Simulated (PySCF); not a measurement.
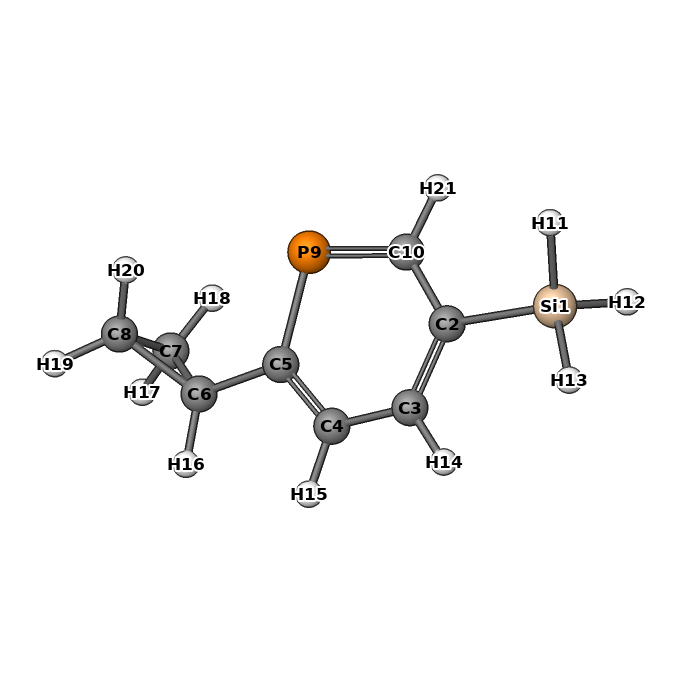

The questions are on ESP-fitted charges. The geometry was computed by an optimisation with GFN2-xTB. No frequency run is at hand to confirm it as a minimum. Method: PBE0/pcSseg-1, gas phase (PySCF 2.14.0).

Which atom carries the highest charge (most positive or least negative)?

Answer. C5 (0.43 e).

And the lowest?

Answer. C4 (−0.51 e).

List the ESP-fitted charges.

```
atom  value (e)
 Si1       0.34
  C2      −0.32
  C3       0.17
  C4      −0.51
  C5       0.43
  C6      −0.30
  C7      −0.27
  C8      −0.27
  P9      −0.21
 C10       0.01
 H11      −0.08
 H12      −0.08
 H13      −0.08
 H14       0.09
 H15       0.18
 H16       0.18
 H17       0.16
 H18       0.13
 H19       0.16
 H20       0.13
 H21       0.13
```

The geometry is semi-empirical. Around P, Si such bond lengths and angles can be off by a tenth of an ångström or more and by several degrees, and values that hang on the shape move with them.
